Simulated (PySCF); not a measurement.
SMILES [SeH]B at its PBE0/def2-SVP optimised geometry (Å):

```
5

B      0.5100     0.3522     0.0000
H      1.7143     0.3522     0.0000
H     -0.1466     1.3599     0.0000
Se    -0.3122    -1.3599    -0.0001
H     -1.7143    -0.9092     0.0003
```

Method: PySCF 2.14.0 with PBE0/def2-TZVP.

Map of the electrostatic potential (hartree/e), clipped to [-0.08, 0.12] on the plane z = 0.6 Å:

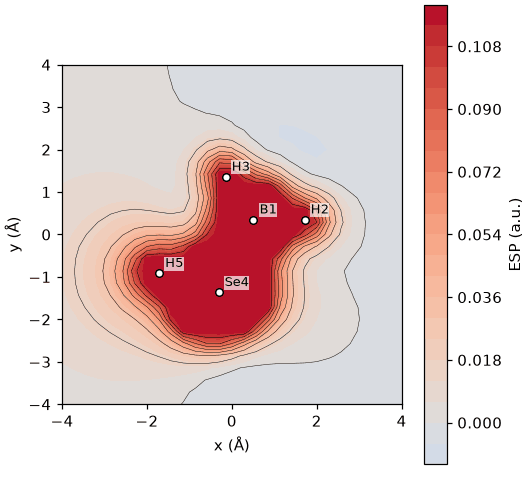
Figure: Electrostatic potential (hartree/e), clipped to [-0.08, 0.12] on the plane z = 0.6 Å.
